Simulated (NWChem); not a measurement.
# CH5OSi (SMILES [CH2][SiH2]O) at 5 levels

Wanted: a comparison of 5 runs (UHF/STO-3G, UHF/3-21G, UB3LYP/6-31G*, UM06-2X/def2-SVPD) of CH5OSi. 

Program for the calculation: NWChem 7.3.0.

1 further run of the same task is left out (set aside as unsound or not needed). Runs told in other sessions of the task aren't counted.

## 1. Starting point

CH5OSi has 8 atoms, charge 0, and is taken as a doublet. SMILES: `[CH2][SiH2]O`. The shape is that of a PBE0-D4/def2-TZVP optimisation. This is one conformer, not always the lowest.

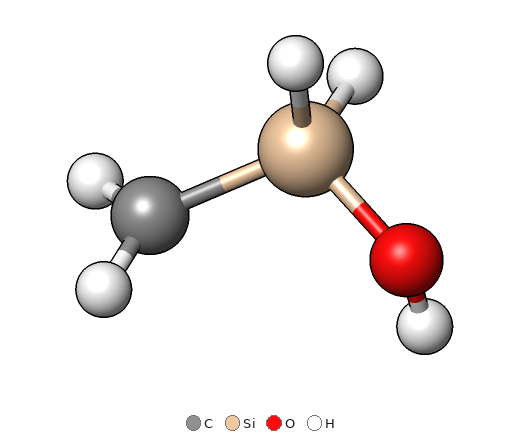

Viewed from a chosen angle; carbon grey, silicon light orange, oxygen red, hydrogen white.

## 2. Energy and forces at UHF/STO-3G (run 1)

Input file nw.xyz:

```xyz
8
CH5OSi hf
C     -0.861500     0.517800    -0.791400
Si     0.654000    -0.005200     0.111100
O      0.302800    -0.724400     1.554400
H     -0.970800     0.416800    -1.867000
H     -1.703100     0.991500    -0.293300
H      1.495600     1.161100     0.480600
H      1.431000    -0.912300    -0.779800
H     -0.255800    -1.502300     1.529400
```

Input file run.py:

```python
from ase.io import read
from ase.calculators.nwchem import NWChem

atoms = read('nw.xyz')

calc = NWChem(
    label='nw',
    theory='scf',
    memory='2200 mb',
    basis='STO-3G',
    basispar='spherical bse',
    scf={'nopen': '1', 'uhf': None, 'thresh': '1e-08', 'maxiter': '80'},
)
atoms.calc = calc

forces = atoms.get_forces()
print(f"energy = {atoms.get_potential_energy():.6f} eV")
print("forces (eV/A):")
for s, f in zip(atoms.symbols, forces):
    print(f"{s:2s} {f[0]:10.5f} {f[1]:10.5f} {f[2]:10.5f}")
```

The run is started by

```console
$ export ASE_NWCHEM_COMMAND="nwchem PREFIX.nwi > PREFIX.nwo"
$ python run.py
```

The log of the run:

```text
energy = -10876.892783 eV
forces (eV/A):
C    -0.23186    0.11992   -0.08181
Si    1.72799    0.24441   -1.24087
O     0.94462    1.11154    1.32895
H     0.02360    0.02849    0.25726
H     0.20353   -0.10994   -0.14928
H    -0.94087   -1.26730   -0.46619
H    -0.84769    1.01399    1.02284
H    -0.87932   -1.14106   -0.67096
```

The calculator wrote nw.nwi:

```
title "nw"

permanent_dir nw

scratch_dir nw

start nw

geometry units angstrom nocenter noautosym noautoz
  C  -8.6150000000000004e-01 5.1780000000000004e-01 -7.9139999999999999e-01
  Si 6.5400000000000003e-01 -5.1999999999999998e-03 1.1110000000000000e-01
  O  3.0280000000000001e-01 -7.2440000000000004e-01 1.5544000000000000e+00
  H  -9.7080000000000000e-01 4.1680000000000000e-01 -1.8670000000000000e+00
  H  -1.7031000000000001e+00 9.9150000000000005e-01 -2.9330000000000001e-01
  H  1.4956000000000000e+00 1.1611000000000000e+00 4.8060000000000003e-01
  H  1.4310000000000000e+00 -9.1230000000000000e-01 -7.7980000000000005e-01
  H  -2.5580000000000003e-01 -1.5023000000000000e+00 1.5294000000000001e+00
end

memory 2200 mb

basis spherical bse noprint
   * library STO-3G
end

scf
  nopen 1
  uhf
  thresh 1e-08
  maxiter 80
end

task scf gradient
```

nw.nwo:

```text
Northwest Computational Chemistry Package (NWChem) 7.3.0
             --------------------------------------------------------

           Job information
           ---------------

    nwchem branch   = 7.3.0
    use scalapack   = T
    input           = nw.nwi
    prefix          = nw.
    data base       = nw/nw.db
    status          = startup
    nproc           =        1

           Memory information
           ------------------

[... 5 lines left out ...]
    hardfail = no
[... 127 lines left out ...]
 1-e energy   =    -773.417420
[... 9 lines left out ...]
 Convergence threshold     :          1.000E-08
[... 16 lines left out ...]
      One electron energy =   -771.796030968193
[... 9 lines left out ...]
          Final alpha eigenvalues
[... 204 lines left out ...]
                     UHF Final Beta Molecular Orbital Analysis
[... 231 lines left out ...]
                 ----------------------------------------
                 |  Time  |  1-e(secs)   |  2-e(secs)   |
                 ----------------------------------------
                 |  CPU   |       0.00   |       0.19   |
                 ----------------------------------------
                 |  WALL  |       0.00   |       0.19   |
                 ----------------------------------------

 Task  times  cpu:        1.0s     wall:        1.0s
 Total times  cpu:        1.0s     wall:        1.0s
```

Run time: 1.9 s. Hardware: 1 thread of Intel Xeon 6975P-C (Granite Rapids), shared host; peak memory 0.099 GiB.

## 3. Energy and forces at UHF/3-21G (run 2)

Input file ch5osi.nw:

```
start ch5osi
title "CH5OSi"
memory total 2200 mb

geometry units angstroms noautosym nocenter noautoz
  C    -0.861500    0.517800   -0.791400
  Si    0.654000   -0.005200    0.111100
  O     0.302800   -0.724400    1.554400
  H    -0.970800    0.416800   -1.867000
  H    -1.703100    0.991500   -0.293300
  H     1.495600    1.161100    0.480600
  H     1.431000   -0.912300   -0.779800
  H    -0.255800   -1.502300    1.529400
end

basis spherical bse
  * library 3-21G
end

scf
  doublet
  uhf
  thresh 1e-08
  maxiter 80
end

task scf gradient
```

The run is started by

```console
$ nwchem ch5osi.nw > ch5osi.out
```

The log of the run:

```text
[...]
  functions       =    41
[...]
  wavefunction    = UHF
[...]
         Total SCF energy =   -402.394237443326
      One electron energy =   -772.397170065669
      Two electron energy =    261.070171402932
 Nuclear repulsion energy =    108.932761219411
                       Sz =      0.5000
                 Sz(Sz+1) =      0.7500
                      S^2 =      0.7609
[...]
                         UHF ENERGY GRADIENTS
    atom               coordinates                        gradient
                 x          y          z           x          y          z
   1 C      -1.627999   0.978500  -1.495529    0.020291  -0.007479   0.013226
   2 Si      1.235881  -0.009827   0.209949   -0.026183  -0.014009   0.009385
   3 O       0.572209  -1.368918   2.937390    0.006362   0.012186  -0.012478
   4 H      -1.834546   0.787638  -3.528118   -0.000691  -0.000403  -0.005925
   5 H      -3.218392   1.873663  -0.554257   -0.004967   0.002525   0.003077
   6 H       2.826274   2.194161   0.908202    0.000799   0.000582   0.002543
   7 H       2.704198  -1.723997  -1.473608    0.000643  -0.000420   0.000881
   8 H      -0.483392  -2.838935   2.890147    0.003746   0.007018  -0.010709
[...]
```

It took 1.8 s on 1 thread of Intel Xeon 6975P-C (Granite Rapids), shared host; peak memory 0.099 GiB.

Runs 3 to 4 aren't shown in full; the table further down has their settings and results.

## 4. Energy and forces at UM06-2X/def2-SVPD (run 5)

Input file mymol.nw:

```
start mymol
memory stack 880 mb heap 220 mb global 1100 mb

geometry units angstroms noautosym nocenter noautoz
 C    -0.861500    0.517800   -0.791400
 Si    0.654000   -0.005200    0.111100
 O     0.302800   -0.724400    1.554400
 H    -0.970800    0.416800   -1.867000
 H    -1.703100    0.991500   -0.293300
 H     1.495600    1.161100    0.480600
 H     1.431000   -0.912300   -0.779800
 H    -0.255800   -1.502300    1.529400
end

basis spherical bse
 * library def2-SVPD
end

dft
 xc m06-2x
 mult 2
 grid fine
 convergence energy 1e-08
 maxiter 100
 mulliken
end

task dft gradient
```

The run is started by

```console
$ nwchem mymol.nw > mymol.out
```

The log of the run:

```text
[...]
          Wavefunction type:  spin polarized.
          No. of atoms     :     8
          No. of electrons :    33
[...]
          Charge           :     0
          Spin multiplicity:     2
[...]
          AO basis - number of functions:   107
[...]
              XC Information
              --------------
                       M06-2X Method XC Functional
                     Hartree-Fock (Exact) Exchange  0.540
                        M06-2X Exchange Functional  1.000
                      M06-2X Correlation Potential  1.000
[...]
 d= 0,ls=0.0,diis     1   -405.5060608466 -5.14D+02  5.11D-03  1.13D-01     3.2
[...]
 d= 0,ls=0.0,diis    11   -405.5638839301 -5.41D-10  1.25D-07  1.34D-10    31.6
[...]
         Total DFT energy =     -405.563883930072
      One electron energy =     -775.066378081679
           Coulomb energy =      297.289942072390
    Exchange-Corr. energy =      -36.720209140193
 Nuclear repulsion energy =      108.932761219411
[...]
      Total Density - Mulliken Population Analysis
     ---------------------------------------------
    Atom       Charge   Shell Charges
 -----------   ------   -------------------------------------------------------
    1 C    6     5.73   1.99  0.93  0.06  0.01  1.99  0.81  0.01 -0.07
    2 Si  14    13.60   2.00  1.98  1.01  0.10  0.00  5.93  1.24  0.87  0.34  0.12
    3 O    8     8.66   1.99  1.06  0.65  0.13  2.89  1.77  0.16  0.01 -0.00
    4 H    1     1.20   0.75  0.43  0.02 -0.00
    5 H    1     1.20   0.75  0.43  0.02 -0.01
    6 H    1     0.90   0.75  0.15  0.01 -0.01
    7 H    1     0.90   0.75  0.17  0.01 -0.02
    8 H    1     0.80   0.69  0.04  0.07  0.01
[...]
      <S2> =      0.7548 (Exact =     0.7500)
[...]
  wavefunction    = open shell
[...]
```

Wall time 42 s (1 thread of Intel Xeon 6975P-C (Granite Rapids), shared host); peak memory 0.13 GiB.

## 5. Overview of the runs

| run | level | iteration cap | module | energy (Eh) | dipole moment (D) | HOMO energy (eV) | LUMO energy (eV) | wall time |
| --- | --- | --- | --- | --- | --- | --- | --- | --- |
| 1 | UHF/STO-3G | 80 | scf | -399.718440 | 1.35 | -9.06 | 8.24 | 1.9 s |
| 2 | UHF/3-21G | 80 | scf | -402.394237 | 2.27 | -10.66 | 2.43 | 1.8 s |
| 3 | UB3LYP/6-31G* (spherical functions) | 100 | dft | -405.798936 | 1.91 | -6.53 | -2.48 | 28 s |
| 4 | UB3LYP/6-31G* (Cartesian functions) | 100 | dft | -405.802784 | 1.91 | -6.54 | -2.49 | 29 s |
| 5 | UM06-2X/def2-SVPD | 100 | dft | -405.563884 | 1.74 | -8.16 | -1.82 | 42 s |

## 6. Results

```
                                 quantity          value
                      run 5: total energy  -405.56388 Eh
                     run 5: dipole moment         1.74 D
run 5: HOMO energy (highest over α and β)       -8.16 eV
 run 5: LUMO energy (lowest over α and β)       -1.82 eV
                              run 5: ⟨S²⟩          0.755
          run 5: largest force on an atom     0.894 eV/Å
```

In words: The dipole moment (its size) runs from 1.35 D (UHF/STO-3G) to 2.27 D (UHF/3-21G). Totals of different functionals can't be ranked against each other. In run 1 the basis is minimal, so the values are rough. All runs together took 1.7 min, the longest 42 s.
